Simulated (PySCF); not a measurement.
# hexafluoroethane (C₂F₆): NMR shifts, electronic excitations and K edges in gas and solvents, part 2 of 2

PySCF 2.14.0. Atoms count from 0. The steps go on from the part before.

## (9) Ultraviolet spectrum: wB97X-D/def2-SVPD in methanol

What the job is given:

```
{"job": {"kind": "uv", "xc": "wB97X-D", "basis": "def2-SVPD", "solvent": "methanol", "nstates": 6, "ntriplets": 0}, "charge": 0, "multiplicity": 1}
F      0.813432    -0.269314     1.515507
C     -0.075950     0.283352     0.705126
F      0.109619     1.593830     0.684633
F     -1.293889     0.022297     1.153277
C      0.089054    -0.288380    -0.717743
F      1.296357     0.000174    -1.177329
F     -0.064707    -1.602776    -0.691097
F     -0.819771     0.239680    -1.522119
```

Level: TDDFT wB97X-D/def2-SVPD, vertical, IEF-PCM methanol (non-equilibrium linear response), core orbitals frozen in the response.

Standard output:

```text
coarse grid: 8688 points
cycle   1  E = -674.2459966913  dE =  1.648e+00  |g| = 1.255e+00  |ddm| = 3.205e+00
cycle   2  E = -674.1843969397  dE =  6.160e-02  |g| = 1.504e+00  |ddm| = 2.058e+00
cycle   3  E = -674.5335420149  dE = -3.491e-01  |g| = 6.995e-02  |ddm| = 1.084e+00
cycle   4  E = -674.5343151403  dE = -7.731e-04  |g| = 1.864e-02  |ddm| = 8.365e-02
cycle   5  E = -674.5343931541  dE = -7.801e-05  |g| = 2.216e-03  |ddm| = 2.576e-02
cycle   6  E = -674.5343951069  dE = -1.953e-06  |g| = 5.357e-04  |ddm| = 6.197e-03
final grid: 92040 points
cycle   7  E = -674.6159238034  dE = -1.724e-04  |g| = 9.839e-03  |ddm| = 1.430e-01
cycle   8  E = -674.6159276088  dE = -3.805e-06  |g| = 1.004e-02  |ddm| = 2.201e-02
cycle   9  E = -674.6159412414  dE = -1.363e-05  |g| = 8.691e-04  |ddm| = 5.872e-03
cycle  10  E = -674.6159413707  dE = -1.293e-07  |g| = 3.742e-04  |ddm| = 1.737e-03
cycle  11  E = -674.6159413949  dE = -2.412e-08  |g| = 2.164e-05  |ddm| = 5.521e-04
cycle  12  E = -674.6159413950  dE = -9.595e-11  |g| = 3.003e-06  |ddm| = 2.960e-05
converged SCF energy = -674.6159413950

Static polarisability (au): isotropic 37.612, principal 36.730 38.052 38.054

Singlet excitations
state   eV       nm        f      main configurations
  1  11.6599    106.3   0.00000   H->L 0.95
  2  11.8502    104.6   0.04202   H->L+1 0.72, H->L+4 0.21
  3  11.8655    104.5   0.04148   H->L+2 0.72, H->L+5 0.21
  4  12.6254     98.2   0.00011   H-1->L 0.80, H-2->L+3 0.12
  5  12.6602     97.9   0.24170   H->L+3 0.89
  6  12.7507     97.2   0.00000   H-2->L 0.71, H-1->L+3 0.18
```

Run time: 49 s. Hardware: 1 thread of AMD EPYC, shared host; peak memory 0.8 GiB.

This run: HOMO -13.41 eV, LUMO 2.40 eV; lowest singlet 11.66 eV.

## (10) K-edge absorption: BHandHLYP/aug-pcX-1

Settings changed since step 9:

```diff
@@ -1,2 +1,2 @@
-{"job": {"kind": "uv", "xc": "wB97X-D", "basis": "def2-SVPD", "solvent": "methanol", "nstates": 6, "ntriplets": 0}, "charge": 0, "multiplicity": 1}
+{"job": {"kind": "xas", "xc": "BHandHLYP", "basis": {"default": "aug-pcX-1", "H": "pcseg-1"}}, "charge": 0, "multiplicity": 1}
 F      0.813432    -0.269314     1.515507
```

Method: core-valence-separated TDA BHandHLYP/aug-pcX-1 H:pcseg-1, K edges, non-relativistic, gas phase.

Standard output:

```text
coarse grid: 8688 points
cycle   1  E = -674.6627186952  dE =  1.609e+00  |g| = 1.249e+00  |ddm| = 3.028e+00
cycle   2  E = -674.5907284512  dE =  7.199e-02  |g| = 1.524e+00  |ddm| = 1.450e+00
cycle   3  E = -674.9267939830  dE = -3.361e-01  |g| = 6.589e-02  |ddm| = 8.132e-01
cycle   4  E = -674.9274649733  dE = -6.710e-04  |g| = 2.502e-02  |ddm| = 6.168e-02
cycle   5  E = -674.9275686068  dE = -1.036e-04  |g| = 2.507e-03  |ddm| = 1.660e-02
cycle   6  E = -674.9275703612  dE = -1.754e-06  |g| = 5.761e-04  |ddm| = 3.626e-03
final grid: 92040 points
cycle   7  E = -674.9396584592  dE = -1.292e-04  |g| = 3.951e-03  |ddm| = 2.230e-02
cycle   8  E = -674.9396584524  dE =  6.790e-09  |g| = 3.134e-03  |ddm| = 2.922e-03
cycle   9  E = -674.9396596206  dE = -1.168e-06  |g| = 6.355e-04  |ddm| = 1.686e-03
cycle  10  E = -674.9396596764  dE = -5.579e-08  |g| = 8.488e-05  |ddm| = 3.710e-04
cycle  11  E = -674.9396596777  dE = -1.273e-09  |g| = 7.232e-06  |ddm| = 5.255e-05
cycle  12  E = -674.9396596777  dE = -1.660e-11  |g| = 2.095e-06  |ddm| = 1.093e-05
converged SCF energy = -674.9396596777

C K edge
   eV          f      from atoms
  292.404   0.00135   C1 C4
  292.414   0.00023   C1 C4
  292.437   0.17513   C4 C1
  292.446   0.17642   C4 C1
  293.934   0.13901   C1 C4
  293.974   0.00022   C4 C1
  295.216   0.06041   C4 C1
  295.232   0.00004   C1 C4
  295.758   0.01051   C1 C4
  295.761   0.00002   C4 C1
  295.904   0.00001   C4 C1
  295.905   0.00008   C4 C1

F K edge
   eV          f      from atoms
  687.436   0.03570   F0
  687.447   0.02941   F3 F2
  687.447   0.04048   F7
  687.450   0.04554   F5 F6
  687.450   0.04126   F2 F3
  687.453   0.01760   F6 F5 F7
  688.731   0.01253   F0
  688.734   0.01450   F5 F6
  688.734   0.01022   F6 F7
  688.735   0.00434   F3 F2
  688.736   0.01231   F7 F6 F5
  688.736   0.01208   F2 F3
  689.253   0.00007   F2 F6 F5
  689.255   0.00002   F5 F3 F2
  689.256   0.01187   F6 F2
  689.256   0.02526   F5 F3
  689.257   0.00560   F0
  689.261   0.01410   F7
  689.644   0.00626   F0
  689.646   0.00032   F5 F3
  689.647   0.00710   F6 F2 F5
  689.647   0.02003   F3 F6 F5
  689.648   0.01491   F7 F2
  689.649   0.01176   F6 F2 F7
  690.061   0.00086   F0
  690.063   0.00093   F5
  690.063   0.00066   F6
  690.065   0.00104   F3 F2
```

Run time: 46 s. Hardware: 1 thread of AMD EPYC, shared host; peak memory 0.88 GiB.

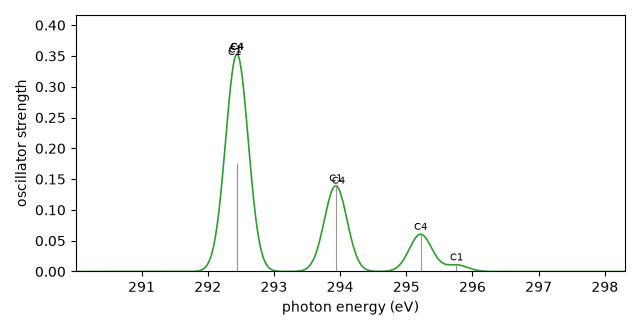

The C K edge. Lines are broadened to a width of 0.40 eV (Gaussian).

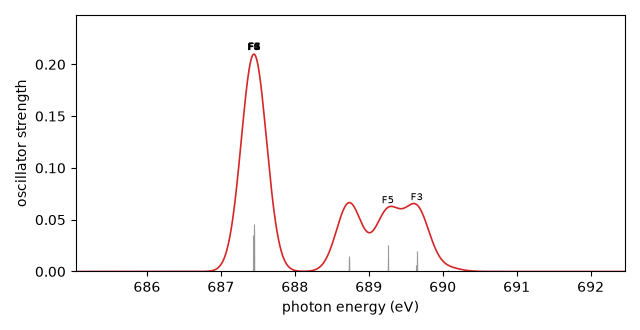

The F K edge. Lines are broadened to a width of 0.40 eV (Gaussian).

## (11) Run by run: NMR shifts

Shifts (ppm), means over like atoms, with basis size and wall time:

```
                           run     C1     F0  functions  time
   PBE0/pcSseg-1 in chloroform  121.9  -97.2        136  21 s
     PBE0/pcSseg-1 in methanol  122.2  -96.5        136  20 s
   WP04/pcSseg-1 in chloroform  125.8  -89.9        136  20 s
wB97X-D/pcSseg-1 in chloroform  121.9  -89.8        136  25 s
```

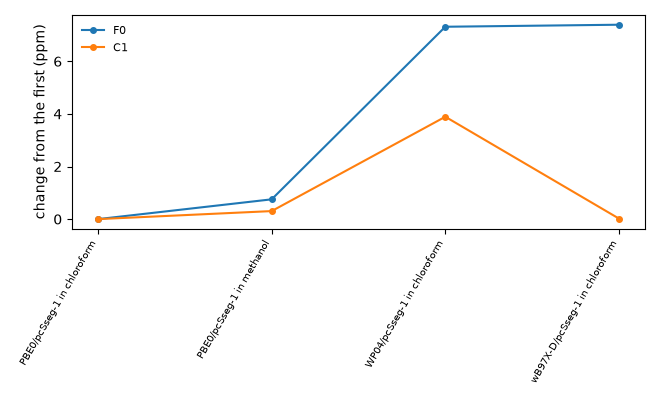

How the tabulated atoms move from run to run.

## (12) Run by run: electronic excitations

Excitations and ground-state properties, with basis size and wall time:

| run | lowest singlet (eV) | brightest (eV) | f | gap (eV) | α (Å³) | μ (D) | functions | time |
| --- | --- | --- | --- | --- | --- | --- | --- | --- |
| wB97X-D/def2-SVPD | 11.72 | 12.75 | 0.214 | 15.88 | 4.67 | 0.00 | 178 | 63 s |
| wB97X-D/def2-SVPD in chloroform | 11.67 | 12.67 | 0.252 | 15.83 | 5.31 | 0.00 | 178 | 50 s |
| wB97X-D/def2-SVPD in methanol | 11.66 | 12.66 | 0.242 | 15.81 | 5.57 | 0.00 | 178 | 49 s |

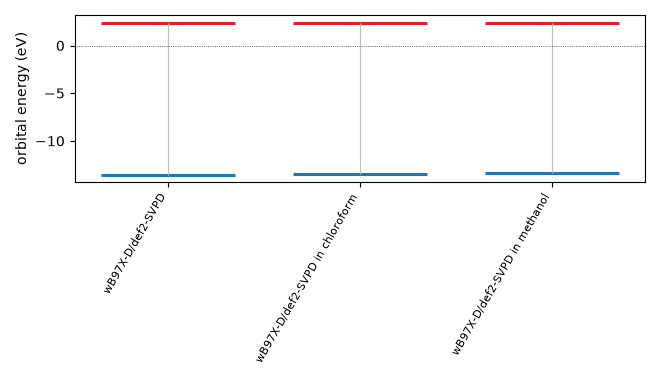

HOMO (blue) and LUMO (red) run by run.

The continuum's effect on the ground state:

```csv
solvent,ε,polarisation energy (Eh),μ (D)
chloroform,4.71,-0.0007,0.00
methanol,32.61,-0.0010,0.00
```

## (13) Outcome

The summary covers parts 1 to 2.

| quantity | value |
| --- | --- |
| point group | D3d |
| rotational constants (main isotopes) | 2.86, 1.86, 1.86 GHz |
| 13C shifts against TMS (PBE0/pcSseg-1, chloroform, means over atoms taken as alike) | 121.9 ppm |
| 19F shifts against CFCl3 (PBE0/pcSseg-1, chloroform, means over atoms taken as alike) | -97.2 ppm |
| measured, and computed on the same scale | F0 σ 282.6, 276.8 ppm |
| lowest singlet (wB97X-D/def2-SVPD) | 11.72 eV (106 nm), f = 0.000 |
| brightest single state of those computed | state 5, 12.75 eV, f = 0.214 |
| C K edge | first line 292.40 eV, strongest 292.45 eV (f = 0.176) |
| F K edge | first line 687.44 eV, strongest 687.45 eV (f = 0.046) |
| range of the shift of F0 (PBE0/pcSseg-1 runs) | -97.2 to -96.5 ppm |
| range of the lowest singlet | 11.66 to 11.72 eV |

In words: The optimisation took 6 steps and gained 0.043 eV; among the close pairs (by a distance rule), C1–C4 changed most, from 1.557 to 1.542 Å. At PBE0/pcSseg-1: Shielding is most anisotropic at F0, F2, F3, F5, F6, F7 (span 151 ppm, paramagnetic term -194 ppm). The one measured 19F shielding is missed by -5.8 ppm (computed less measured, unscaled). Vibration and temperature are missing from the calculation, so part of the miss against the measured shifts is not the functional's. The first singlet state (HOMO→LUMO 0.95) lies at 11.72 eV and is dark; of the 6 states computed, the strongest absorption comes from state 5 at 12.75 eV. The dipole moment, 0.00 D, compares with 0.00 D measured (one conformer here). The polarisability is 0 % below the measured 4.67 Å³. At the C edge the strongest single line lifts a 1s electron of C4 and C1 into several orbitals, led by LUMO+10 (weight 0.51), 0.0 eV above the first line. At the F edge the strongest single line lifts a 1s electron of F5 and F6 into several orbitals, led by LUMO+10 (weight 0.25), 0.0 eV above the first line. Absolute edge energies from this method are off by several eV; spacings are better. The lowest singlet runs from 11.66 eV (wB97X-D/def2-SVPD in methanol) to 11.72 eV (wB97X-D/def2-SVPD), while the orbital gap spans 15.81 to 15.88 eV. The lowest state need not be the same one in every run. The continuum holds electrostatics alone: no hydrogen bonds to the solvent, and the gas-phase geometry is kept.
